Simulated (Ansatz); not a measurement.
Consider InP in the zinc blende structure (space group F-43m, No. 216; a = 5.827 Å). Axes: x, y, z lie along the cube axes.

Now apply this change: the cell is stretched by 0.50 % along z with no lateral relaxation, atoms relaxed at fixed cell.

The values are results of DFT with LDA, PAW potentials and a 420 eV plane-wave cutoff in Ansatz (a quantum-chemistry and plane-wave program), no spin-orbit coupling, not measurements.

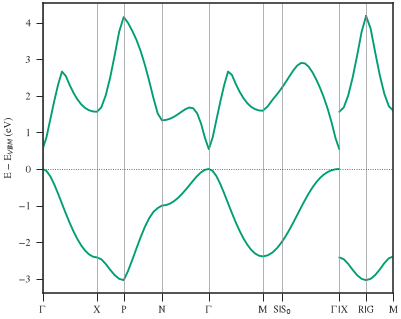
Figure: Highest valence and lowest conduction band along the path of the changed cell's own zone

Q: Read the changed gap and its character from the plot.

A: About 0.5 eV, direct at Γ.

The cells carry an imposed strain or load. Whether these cells are dynamically stable was not tested. Labels are those of the standard path for the cell's own space group.
